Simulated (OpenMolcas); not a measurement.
# doublet [H3O]2+ at 6 levels

We compute a comparison of 6 runs (UHF/STO-3G, UB3LYP/STO-3G, UPBE/STO-3G, UPBE0/STO-3G, USVWN5/STO-3G, ROCCSD(T)/STO-3G) of doublet [H3O]2+. 

The results are computed with OpenMolcas 26.06.

1 further run of the same task is left out (set aside as unsound or not needed).

## (1) The system as given

[H3O]2+: 4 atoms, total charge +2, spin state doublet. As SMILES of the parent species, `[OH3+]`. Geometry: relaxed at PBE0-D4/def2-TZVP. That shape belongs to the parent species and isn't relaxed for this state.

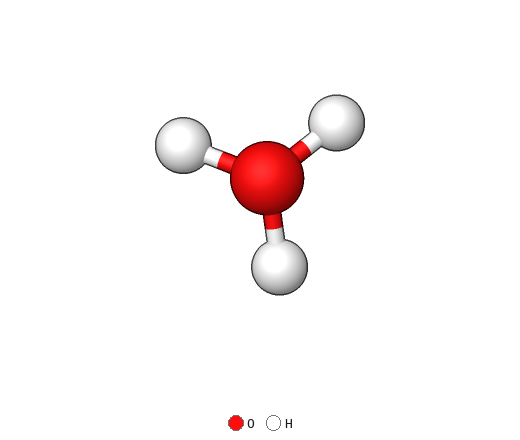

Viewed from a chosen angle; oxygen red, hydrogen white.

## (2) A single-point energy at UHF/STO-3G (run 1)

Contents of mol.inp:

```
* H3O Hartree-Fock

&GATEWAY
 BASLIB = $CurrDir
 COORD
 4
 angstrom
 O        0.181970      -0.056700      -0.052760
 H        0.219060       0.918440       0.015140
 H       -0.408890      -0.368290      -0.767380
 H        0.007860      -0.493450       0.805020
 BASIS = STO-3G
 GROUP = NoSym

&SEWARD

&SCF
 UHF
 CHARGE = 2
 SPIN = 2
 THRESHOLDS = 1e-10 1e-07 1e-07 1e-05
 PRORBITALS = 1 1
```

The basis set STO-3G is read from a file made from the Basis Set Exchange's data (not shown).

Command:

```sh
$ export MOLCAS_MEM=1860
$ pymolcas mol.inp > mol.log
```

The log of the run:

```text
--- Start Module: gateway ---
[...]
--- Stop Module: gateway /rc=_RC_ALL_IS_WELL_ ---
--- Start Module: seward ---
[...]
      Basis functions            8
--- Stop Module: seward /rc=_RC_ALL_IS_WELL_ ---
--- Start Module: scf ---
[...]
       Convergence after  13 Iterations
[...]
::    Total SCF energy                                -74.5091241419
[...]
      Total spin, S                                     0.5025986330
[...]
      Total electronic charge=    9.000000
      Total            charge=    2.000000
[...]
      Dipole Moment (debye):
      Origin of the operator (angstrom)=    0.1434   -0.0447   -0.0416
                   X= -1.6045E+00               Y=  4.9995E-01               Z=  4.6523E-01           Total=  1.7438E+00
      Center of Charge (angstrom)
[...]
--- Stop Module: scf /rc=_RC_ALL_IS_WELL_ ---
[...]
```

It took 1.9 s on 1 thread of Arm Neoverse V1, shared host; peak memory 0.37 GiB.

## (3) A single-point energy at UB3LYP/STO-3G (run 2)

Contents of mol.inp:

```
>>> EXPORT MOLCAS_PRINT=2
&GATEWAY
BasLib
$CurrDir
Coord
4
angstrom
O        0.181970      -0.056700      -0.052760
H        0.219060       0.918440       0.015140
H       -0.408890      -0.368290      -0.767380
H        0.007860      -0.493450       0.805020
Basis
STO-3G
Group
NoSym
&SEWARD
GridInput
Grid=UltraFine
End of Grid
&SCF
UHF
Charge
2
Spin
2
KSDFT
B3LYP
Thresholds
1e-10 1e-07 1e-07 1e-05
PrOrbitals
1 1
```

The basis set STO-3G is read from a file made from the Basis Set Exchange's data (not shown).

Command:

```sh
$ export MOLCAS_MEM=1860
$ pymolcas mol.inp > mol.log
```

The log of the run:

```text
--- Start Module: gateway ---
[...]
--- Stop Module: gateway /rc=_RC_ALL_IS_WELL_ ---
--- Start Module: seward ---
[...]
      Basis functions            8
--- Stop Module: seward /rc=_RC_ALL_IS_WELL_ ---
--- Start Module: scf ---
[...]
       Convergence after  12 Iterations
[...]
::    Total KS-DFT energy                             -74.8029458010
[...]
      Total spin, S                                     0.5008616846
[...]
      Total electronic charge=    9.000000
      Total            charge=    2.000000
[...]
      Dipole Moment (debye):
      Origin of the operator (angstrom)=    0.1434   -0.0447   -0.0416
                   X= -1.6024E+00               Y=  4.9929E-01               Z=  4.6461E-01           Total=  1.7415E+00
      Center of Charge (angstrom)
[...]
--- Stop Module: scf /rc=_RC_ALL_IS_WELL_ ---
[...]
```

It took 5.1 s on 1 thread of Arm Neoverse V1, shared host; peak memory 0.37 GiB.

Run 3 isn't shown in full; the table further down has it.

## (4) A single-point energy at UPBE0/STO-3G (run 4)

Contents of mol.inp:

```
&GATEWAY
BASLIB
$CurrDir
COORD
4
angstrom
O        0.181970      -0.056700      -0.052760
H        0.219060       0.918440       0.015140
H       -0.408890      -0.368290      -0.767380
H        0.007860      -0.493450       0.805020
BASIS
STO-3G
GROUP
NoSym
&SEWARD
GRIDINPUT
Grid=UltraFine
End of Grid
&SCF
UHF
CHARGE
2
SPIN
2
KSDFT
PBE0
THRESHOLDS
1e-10 1e-07 1e-07 1e-05
PRORBITALS
1 1
```

The basis set STO-3G is read from a file made from the Basis Set Exchange's data (not shown).

Command:

```sh
$ export MOLCAS_MEM=1860
$ pymolcas mol.inp > mol.log
```

The log of the run:

```text
--- Start Module: gateway ---
[...]
--- Stop Module: gateway /rc=_RC_ALL_IS_WELL_ ---
--- Start Module: seward ---
[...]
      Basis functions            8
--- Stop Module: seward /rc=_RC_ALL_IS_WELL_ ---
--- Start Module: scf ---
[...]
       Convergence after  12 Iterations
[...]
::    Total KS-DFT energy                             -74.7405128294
[...]
      Total spin, S                                     0.5009276131
[...]
      Total electronic charge=    9.000000
      Total            charge=    2.000000
[...]
      Dipole Moment (debye):
      Origin of the operator (angstrom)=    0.1434   -0.0447   -0.0416
                   X= -1.5949E+00               Y=  4.9696E-01               Z=  4.6244E-01           Total=  1.7333E+00
      Center of Charge (angstrom)
[...]
--- Stop Module: scf /rc=_RC_ALL_IS_WELL_ ---
[...]
```

Run time: 4.2 s. Hardware: 1 thread of Arm Neoverse V1, shared host; peak memory 0.37 GiB.

Run 5 isn't shown in full; the table further down has it.

## (5) The energy at ROCCSD(T)/STO-3G (run 6)

Contents of mol.input:

```
* H3O CCSD(T)

&GATEWAY
 BasLib
 $CurrDir
 Coord
 4
 angstrom
 O        0.181970      -0.056700      -0.052760
 H        0.219060       0.918440       0.015140
 H       -0.408890      -0.368290      -0.767380
 H        0.007860      -0.493450       0.805020
 Basis
 STO-3G
 Group
 NoSym

&SEWARD

&SCF
 UHF
 Charge
 2
 Spin
 2
 Thresholds
 1e-10 1e-07 1e-07 1e-05
 PrOrbitals
 1 1

&RASSCF
 FileOrb
 $Project.UnaOrb
 Spin
 2
 Nactel
 1 0 0
 Inactive
 4
 Ras2
 1
 OutOrbitals
 Canonical
 OrbListing
 Nothing

&MOTRA
 JobIph
 Frozen
 1

&CCSDT
 CCT
 Triples
 3
 Iterations
 80
 Accuracy
 1e-08
 Extrapolation
 5 4
```

The basis set STO-3G is read from a file made from the Basis Set Exchange's data (not shown).

Command:

```sh
$ export MOLCAS_MEM=1860
$ pymolcas mol.input > mol.log
```

The log of the run:

```text
--- Start Module: gateway ---
[...]
--- Stop Module: gateway /rc=_RC_ALL_IS_WELL_ ---
[...]
      Basis functions            8
[...]
       Convergence after  13 Iterations
[...]
::    Total SCF energy                                -74.5091241419
[...]
      Total spin, S                                     0.5025986330
[...]
      Number of active orbitals                  1
[...]
      Spin quantum number                      0.5
[...]
      Active orbitals                            1
[...]
      Number of CSFs                             1
[...]
      Number of root(s) required                 1
[...]
      Convergence after  5 iterations
[...]
      printout of CI-coefficients larger than  0.05 for root  1
      energy=     -74.507150
      conf/sym  1     Coeff  Weight
             1  u   1.00000 1.00000
      Natural orbitals and occupation numbers for root  1
      sym 1:   1.000000
      ************************************************************************************************************************
      *                                                    Final results                                                     *
[...]
::    RASSCF root number  1 Total energy:    -74.50714993
[...]
      Total electronic charge=    9.000000
      Total            charge=    2.000000
[...]
      Dipole Moment (debye):
      Origin of the operator (angstrom)=    0.1434   -0.0447   -0.0416
                   X= -1.6081E+00               Y=  5.0109E-01               Z=  4.6629E-01           Total=  1.7478E+00
      Center of Charge (angstrom)
[...]
--- Start Module: motra ---
[...]
      *** WARNING: Default frozen orbitals is overwritten by user input.
      *** Default values:   1
[...]
--- Stop Module: motra /rc=_RC_ALL_IS_WELL_ ---
--- Start Module: ccsdt ---
[...]
      Convergence after                    13  Iterations
      Total energy (diff) :     -74.55330711       0.00000000
[...]
 METHOD                       : CCSD+T(CCSD)+<T3(1)WT1>+<T3(1)UT2> = CCSD(T)
[...]
       CCSD     =       -74.5533071131767
[...]
--- Stop Module: ccsdt /rc=_RC_ALL_IS_WELL_ ---
[...]
```

Run time: 2.4 s. Hardware: 1 thread of Arm Neoverse V1, shared host; peak memory 0.37 GiB.

## (6) Overview of the runs

| run | level | integration grid | frozen core orbitals | energy (Eh) | HOMO energy (eV) | LUMO energy (eV) | ⟨S²⟩ | wall time |
| --- | --- | --- | --- | --- | --- | --- | --- | --- |
| 1 | UHF/STO-3G | – | – | -74.509124 | -44.05 | -19.96 | 0.755 | 1.9 s |
| 2 | UB3LYP/STO-3G | UltraFine | – | -74.802946 | -37.06 | -29.18 | 0.752 | 5.1 s |
| 3 | UPBE/STO-3G | UltraFine | – | -74.719233 | -35.20 | -30.84 | 0.751 | 4.5 s |
| 4 | UPBE0/STO-3G | UltraFine | – | -74.740513 | -37.64 | -28.50 | 0.752 | 4.2 s |
| 5 | USVWN5/STO-3G | UltraFine | – | -74.227448 | -34.92 | -31.52 | 0.752 | 3.9 s |
| 6 | ROCCSD(T)/STO-3G | – | 1 | -74.553681 | – | – | – | 2.4 s |

## (7) What came out

| quantity | value |
| --- | --- |
| run 6: total energy | -74.55368 Eh |
| run 6: (T) correction | -0.37 mEh |

What this shows: Totals of different functionals can't be ranked against each other. In runs 1, 2, 3, 4, 5, 6 the basis is minimal, so the values are rough. All runs together took 22 s, the longest 5.1 s.
